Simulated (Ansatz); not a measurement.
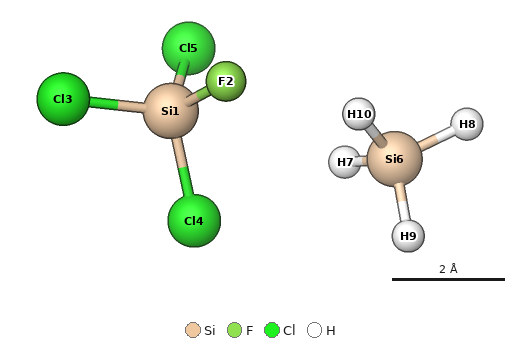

*The starting structure (ball-and-stick view, seen at a tilt; atoms are numbered from 1 in the order of the input).*

Bond lengths as drawn: Cl–Si 2.05 Å, F–Si 1.63 Å and H–Si 1.49 to 1.50 Å.

Nudged elastic band, with input and output: Si2H4Cl3F (part 1 of 2)

The run: nudged elastic band of Si2H4Cl3F. Method and program: RKS B3LYP-D4/cc-pVDZ (Ansatz 0.2.0).

It belongs to a series of runs on one base structure; here: band between the two ends. Figures and captions count atoms from 1; the log counts them from 0 in places.

Input
```yaml
crystal:
  periodic: [false, false, false]
  atoms:
    - { symbol: Si, position_ang: [0.73814, -0.07409, -0.329896] }
    - { symbol: F, position_ang: [0.923578, 0.119668, 1.275633] }
    - { symbol: Cl, position_ang: [2.584793, 0.071797, -1.210909] }
    - { symbol: Cl, position_ang: [-0.504344, 1.407909, -1.018112] }
    - { symbol: Cl, position_ang: [-0.079655, -1.92381, -0.667609] }
    - { symbol: Si, position_ang: [-3.154458, 0.079731, 1.455856] }
    - { symbol: H, position_ang: [-3.244912, -0.526661, 0.09401] }
    - { symbol: H, position_ang: [-4.08005, -0.64016, 2.383635] }
    - { symbol: H, position_ang: [-3.539889, 1.52191, 1.38664] }
    - { symbol: H, position_ang: [-1.754903, -0.036294, 1.96235] }
basis:
  gaussian: { orbitals: cc-pVDZ }
hamiltonian:
  xc: b3lyp
  dispersion: d4
neb:
  order_check: false
  images: 7
  f_tol: 0.03
  max_iterations: 60
  final_atoms:
    - { symbol: Si, position_ang: [-0.58359036, -0.04634006, -0.47950343] }
    - { symbol: F, position_ang: [-0.39989573, -0.33304684, 2.63361657] }
    - { symbol: Cl, position_ang: [0.91935875, 1.3845369, -0.32058834] }
    - { symbol: Cl, position_ang: [-1.02627161, -0.28372398, -2.50556714] }
    - { symbol: Cl, position_ang: [0.26676554, -1.89666015, 0.12250464] }
    - { symbol: Si, position_ang: [-2.52188137, 0.48718207, 0.75837863] }
    - { symbol: H, position_ang: [-3.51392092, 0.99417541, -0.2401386] }
    - { symbol: H, position_ang: [-3.0303413, -0.76646195, 1.38472185] }
    - { symbol: H, position_ang: [-2.20586907, 1.5414397, 1.75854879] }
    - { symbol: H, position_ang: [-0.01605393, -1.0811011, 2.21962504] }
  initial_path:
    images:
      - { positions_ang: [[0.73814, -0.07409, -0.329896], [0.923578, 0.119668, 1.275633], [2.584793, 0.071797, -1.210909], [-0.504344, 1.407909, -1.018112], [-0.079655, -1.92381, -0.667609], [-3.154458, 0.079731, 1.455856], [-3.244912, -0.526661, 0.09401], [-4.08005, -0.64016, 2.383635], [-3.539889, 1.52191, 1.38664], [-1.754903, -0.036294, 1.96235]] }
      - { positions_ang: [[0.55357951, -0.05548597, -0.24747992], [0.69274748, 0.09221699, 1.44166096], [2.44068505, 0.05427946, -1.08566117], [-0.63017328, 1.48904963, -0.9430516], [-0.30954089, -1.87877655, -0.67590216], [-2.96368056, 0.05940157, 1.29059912], [-3.22800461, -0.62443352, 0.06389945], [-3.67034323, -0.58856089, 2.33484608], [-3.3906543, 1.47784361, 1.21090634], [-1.60631516, -0.02553433, 1.9417809]] }
      - { positions_ang: [[0.36901902, -0.03688193, -0.16506384], [0.46191697, 0.06476598, 1.60768892], [2.29657709, 0.03676191, -0.96041335], [-0.75600255, 1.57019025, -0.86799121], [-0.53942679, -1.8337431, -0.68419531], [-2.77290313, 0.03907214, 1.12534225], [-3.21109723, -0.72220604, 0.03378889], [-3.26063646, -0.53696177, 2.28605716], [-3.2414196, 1.43377722, 1.03517269], [-1.45772733, -0.01477466, 1.9212118]] }
      - { positions_ang: [[0.18445852, -0.0182779, -0.08264776], [0.23108645, 0.03731497, 1.77371688], [2.15246914, 0.01924437, -0.83516552], [-0.88183183, 1.65133088, -0.79293081], [-0.76931268, -1.78870964, -0.69248847], [-2.58212569, 0.01874271, 0.96008537], [-3.19418984, -0.81997856, 0.00367834], [-2.85092969, -0.48536266, 2.23726824], [-3.09218489, 1.38971083, 0.85943903], [-1.30913949, -0.00401499, 1.9006427]] }
      - { positions_ang: [[-0.00010197, 0.00032613, -0.00023168], [0.00025593, 0.00986396, 1.93974484], [2.00836119, 0.00172682, -0.70991769], [-1.0076611, 1.7324715, -0.71787041], [-0.99919857, -1.74367619, -0.70078162], [-2.39134825, -0.00158673, 0.79482849], [-3.17728246, -0.91775107, -0.02643222], [-2.44122292, -0.43376354, 2.18847932], [-2.94295019, 1.34564444, 0.68370538], [-1.16055166, 0.00674468, 1.8800736]] }
      - { positions_ang: [[-0.14597407, -0.01134041, -0.12004962], [-0.09978198, -0.07586374, 2.11321277], [1.73611058, 0.34742934, -0.61258535], [-1.01231373, 1.22842263, -1.1647946], [-0.68270754, -1.78192218, -0.49496006], [-2.42398153, 0.12060547, 0.78571603], [-3.26144208, -0.43976945, -0.07985881], [-2.58850252, -0.51693814, 1.98753995], [-2.75867991, 1.39459325, 0.95241623], [-0.87442723, -0.26521677, 1.96496146]] }
      - { positions_ang: [[-0.29184616, -0.02300696, -0.23986756], [-0.1998199, -0.16159144, 2.2866807], [1.46385997, 0.69313186, -0.51525301], [-1.01696636, 0.72437376, -1.61171878], [-0.36621651, -1.82016817, -0.28913849], [-2.45661481, 0.24279767, 0.77660356], [-3.34560169, 0.03821217, -0.13328541], [-2.73578211, -0.60011275, 1.78660058], [-2.57440963, 1.44354207, 1.22112709], [-0.58830279, -0.53717821, 2.04984932]] }
      - { positions_ang: [[-0.43771826, -0.03467351, -0.35968549], [-0.29985781, -0.24731914, 2.46014864], [1.19160936, 1.03883438, -0.41792067], [-1.02161898, 0.22032489, -2.05864296], [-0.04972549, -1.85841416, -0.08331693], [-2.48924809, 0.36498987, 0.7674911], [-3.42976131, 0.51619379, -0.18671201], [-2.88306171, -0.68328735, 1.58566122], [-2.39013935, 1.49249088, 1.48983794], [-0.30217836, -0.80913965, 2.13473718]] }
      - { positions_ang: [[-0.58359036, -0.04634006, -0.47950343], [-0.39989573, -0.33304684, 2.63361657], [0.91935875, 1.3845369, -0.32058834], [-1.02627161, -0.28372398, -2.50556714], [0.26676554, -1.89666015, 0.12250464], [-2.52188137, 0.48718207, 0.75837863], [-3.51392092, 0.99417541, -0.2401386], [-3.0303413, -0.76646195, 1.38472185], [-2.20586907, 1.5414397, 1.75854879], [-0.01605393, -1.0811011, 2.21962504]] }
```

Hardware: 4 threads of Arm Neoverse V1, 24 GiB of memory available, shared host.

Command:
```bash
ansatz run input.yaml --threads 4 --pin off --max-ram 5120MiB --backend cpu --events-out ev --progress --plain --runs-dir out
```

The program's output
```
Engine: ansatz 0.2.0, aarch64-unknown-linux-gnu
Functional definition: B3LYP
  parameter a0 = 0.2
  parameter ax = 0.72
  parameter ac = 0.81
  exchange = (1 - a0 - ax)*slater_x + ax*b88_x + a0*exact_x
  correlation = (1 - ac)*vwn_rpa_c + ac*lyp_c
1387 factors; integrals over basis functions are off by at most 4.0e-4 eV
mean field evaluation 1: about -56110.5456 eV, gradient 3.4e1 eV
mean field evaluation 2: about -56107.7020 eV, gradient 5.6e1 eV
mean field evaluation 4: about -56112.7688 eV, gradient 1.6e0 eV
mean field evaluation 8: about -56112.8016 eV, gradient 1.9e-2 eV
mean field -56112.80164402 eV, -2062.1074257946 hartree, gradient 5.0e-5 eV, S^2 0.000000; 0 other end points of the search recorded, 0 dependent functions left out
the calculation of the forces begins
reference -56112.80195865 eV, -2062.1074373573 hartree; 46, 46 occupied and 78, 78 virtual orbitals, 1387 factors
1389 factors; integrals over basis functions are off by at most 7.8e-4 eV
mean field evaluation 16: about -56108.1737 eV, gradient 4.6e1 eV
mean field -56111.73715846 eV, -2062.0683066721 hartree, gradient 1.3e-5 eV, S^2 0.000000; 0 other end points of the search recorded, 0 dependent functions left out
[... from here on the field's lines of each further geometry are left out, up to the last ...]
NEB iter   1: max|band force component| = 5.414e1 eV/Å  barrier→ = 16.7524 eV  barrier← = 15.7532 eV  Δτ_max = 0.2000 Å  (227 SCF iters)
NEB iter   2: max|band force component| = 1.507e1 eV/Å  barrier→ = 5.1721 eV  barrier← = 4.1729 eV  Δτ_max = 0.2000 Å  (204 SCF iters)
NEB iter   3: max|band force component| = 9.479e0 eV/Å  barrier→ = 3.6246 eV  barrier← = 2.6254 eV  Δτ_max = 0.2000 Å  (194 SCF iters)
NEB iter   4: max|band force component| = 3.518e0 eV/Å  barrier→ = 3.2724 eV  barrier← = 2.2732 eV  Δτ_max = 0.1995 Å  (198 SCF iters)
NEB iter   5: max|band force component| = 3.068e0 eV/Å  barrier→ = 2.8009 eV  barrier← = 1.8017 eV  Δτ_max = 0.1985 Å  (197 SCF iters)
NEB iter   6: max|band force component| = 2.753e0 eV/Å  barrier→ = 2.7516 eV  barrier← = 1.7524 eV  Δτ_max = 0.2000 Å  (196 SCF iters)
NEB iter   7: max|band force component| = 2.403e0 eV/Å  barrier→ = 3.1084 eV  barrier← = 2.1092 eV  Δτ_max = 0.1986 Å  (203 SCF iters)
NEB iter   8: max|band force component| = 2.211e0 eV/Å  barrier→ = 3.0359 eV  barrier← = 2.0367 eV  Δτ_max = 0.2000 Å  (199 SCF iters)
NEB iter   9: max|band force component| = 9.946e-1 eV/Å  barrier→ = 2.9558 eV  barrier← = 1.9566 eV  Δτ_max = 0.1943 Å  (196 SCF iters)
NEB iter  10: max|band force component| = 8.725e-1 eV/Å  barrier→ = 2.7696 eV  barrier← = 1.7704 eV  Δτ_max = 0.2000 Å  (194 SCF iters)
NEB iter  11: max|band force component| = 1.005e0 eV/Å  barrier→ = 2.3478 eV  barrier← = 1.3486 eV  Δτ_max = 0.0998 Å  (193 SCF iters)
NEB iter  12: max|band force component| = 5.995e-1 eV/Å  barrier→ = 2.0796 eV  barrier← = 1.0804 eV  Δτ_max = 0.1006 Å  (182 SCF iters)
NEB iter  13: max|band force component| = 5.827e-1 eV/Å  barrier→ = 2.1962 eV  barrier← = 1.1970 eV  CI = image 4  Δτ_max = 0.1009 Å  (192 SCF iters)
NEB iter  14: max|band force component| = 8.988e-1 eV/Å  barrier→ = 2.4020 eV  barrier← = 1.4027 eV  CI = image 4  Δτ_max = 0.1008 Å  (189 SCF iters)
NEB iter  15: max|band force component| = 1.318e0 eV/Å  barrier→ = 2.5301 eV  barrier← = 1.5309 eV  CI = image 4  Δτ_max = 0.1007 Å  (188 SCF iters)
NEB iter  16: max|band force component| = 9.282e-1 eV/Å  barrier→ = 2.7507 eV  barrier← = 1.7515 eV  CI = image 4  Δτ_max = 0.1009 Å  (193 SCF iters)
NEB iter  17: max|band force component| = 8.538e-1 eV/Å  barrier→ = 2.8584 eV  barrier← = 1.8592 eV  CI = image 4  Δτ_max = 0.1728 Å  (188 SCF iters)
NEB iter  18: max|band force component| = 1.075e0 eV/Å  barrier→ = 2.9424 eV  barrier← = 1.9432 eV  CI = image 4  Δτ_max = 0.0748 Å  (187 SCF iters)
NEB iter  19: max|band force component| = 3.317e-1 eV/Å  barrier→ = 2.9015 eV  barrier← = 1.9023 eV  CI = image 4  Δτ_max = 0.0870 Å  (191 SCF iters)
NEB iter  20: max|band force component| = 2.197e-1 eV/Å  barrier→ = 2.8824 eV  barrier← = 1.8832 eV  CI = image 4  Δτ_max = 0.0869 Å  (184 SCF iters)
NEB iter  21: max|band force component| = 1.672e-1 eV/Å  barrier→ = 2.8729 eV  barrier← = 1.8737 eV  CI = image 4  Δτ_max = 0.0871 Å  (189 SCF iters)
NEB iter  22: max|band force component| = 1.354e-1 eV/Å  barrier→ = 2.8673 eV  barrier← = 1.8681 eV  CI = image 4  Δτ_max = 0.0645 Å  (187 SCF iters)
NEB iter  23: max|band force component| = 9.218e-2 eV/Å  barrier→ = 2.8640 eV  barrier← = 1.8648 eV  CI = image 4  Δτ_max = 0.0778 Å  (190 SCF iters)
NEB iter  24: max|band force component| = 6.360e-2 eV/Å  barrier→ = 2.8620 eV  barrier← = 1.8628 eV  CI = image 4  Δτ_max = 0.0763 Å  (190 SCF iters)
NEB iter  25: max|band force component| = 4.678e-2 eV/Å  barrier→ = 2.8605 eV  barrier← = 1.8613 eV  CI = image 4  Δτ_max = 0.0863 Å  (189 SCF iters)
NEB iter  26: max|band force component| = 4.504e-2 eV/Å  barrier→ = 2.8593 eV  barrier← = 1.8601 eV  CI = image 4  Δτ_max = 0.0866 Å  (191 SCF iters)
NEB iter  27: max|band force component| = 5.772e-2 eV/Å  barrier→ = 2.8584 eV  barrier← = 1.8592 eV  CI = image 4  Δτ_max = 0.0436 Å  (182 SCF iters)
NEB iter  28: max|band force component| = 7.221e-2 eV/Å  barrier→ = 2.8578 eV  barrier← = 1.8586 eV  CI = image 4  Δτ_max = 0.0219 Å  (188 SCF iters)
NEB iter  29: max|band force component| = 6.061e-2 eV/Å  barrier→ = 2.8574 eV  barrier← = 1.8582 eV  CI = image 4  Δτ_max = 0.0218 Å  (178 SCF iters)
NEB iter  30: max|band force component| = 4.618e-2 eV/Å  barrier→ = 2.8571 eV  barrier← = 1.8579 eV  CI = image 4  Δτ_max = 0.0218 Å  (180 SCF iters)
NEB iter  31: max|band force component| = 3.727e-2 eV/Å  barrier→ = 2.8570 eV  barrier← = 1.8578 eV  CI = image 4  Δτ_max = 0.0218 Å  (170 SCF iters)
NEB iter  32: max|band force component| = 3.406e-2 eV/Å  barrier→ = 2.8570 eV  barrier← = 1.8578 eV  CI = image 4  Δτ_max = 0.0218 Å  (171 SCF iters)
the calculation of the forces begins
reference -56111.68739781 eV, -2062.0664780017 hartree; 46, 46 occupied and 78, 78 virtual orbitals, 1390 factors
1387 factors; integrals over basis functions are off by at most 1.2e-3 eV
mean field -56109.87132467 eV, -2061.9997385448 hartree, gradient 9.0e-6 eV, S^2 0.000000; 1 other end points of the search recorded, 0 dependent functions left out
the calculation of the forces begins
reference -56109.87161669 eV, -2061.9997492764 hartree; 46, 46 occupied and 78, 78 virtual orbitals, 1387 factors
NEB iter  33: max|band force component| = 2.508e-2 eV/Å  barrier→ = 2.8570 eV  barrier← = 1.8577 eV  CI = image 4  Δτ_max = 0.0000 Å  (348 SCF iters)
```
